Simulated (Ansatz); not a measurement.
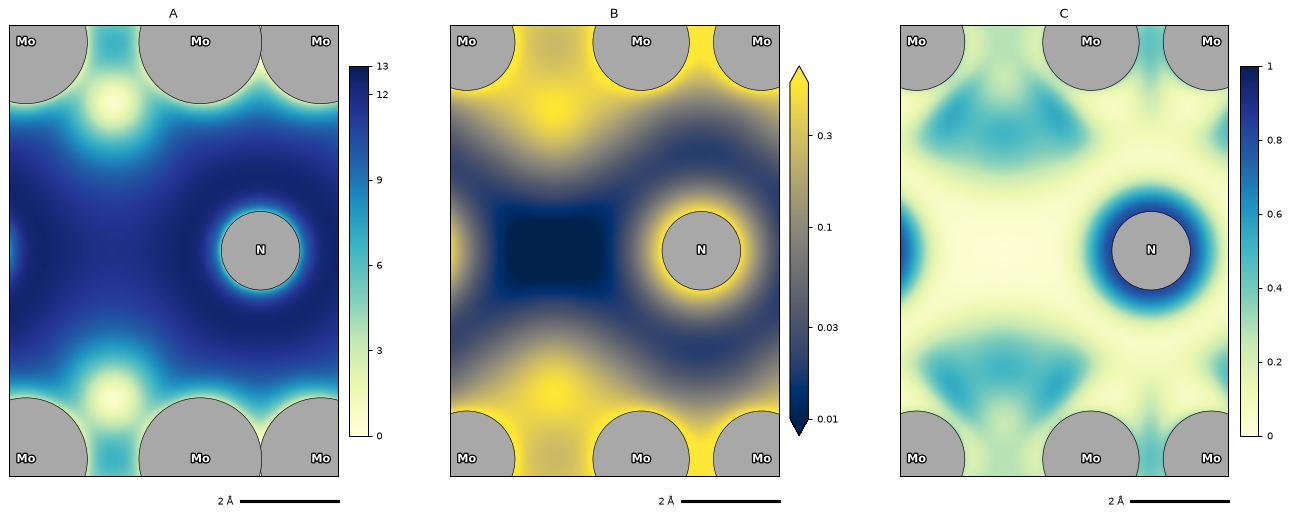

Mo6N: 3 fields on the (011̄) plane of the conventional cell, with unlabelled colour scales. Grey discs cover the atomic cores.

Space group Pm-3m; a structure generated by program, which may or may not match a known phase; computed without spin polarisation.

These are results of DFT PBE, scalar-relativistic, plane waves, PAW in Ansatz, not measurements.

### Match the panels to the quantities (electron localisation function, electrostatic potential energy of an electron and valence pseudo-density).

Panel A: electrostatic potential energy of an electron (low next to the atoms, rising into the space between them). Panel B: valence pseudo-density. Panel C: electron localisation function. From the grid: Mo–N (4.48 Å): ρ is about 0.02 e/Å³ halfway, with its minimum of 0.02 e/Å³ about 2.5 Å from Mo; the ELF is about 0.10 at the midpoint (no localised pair shows between them).
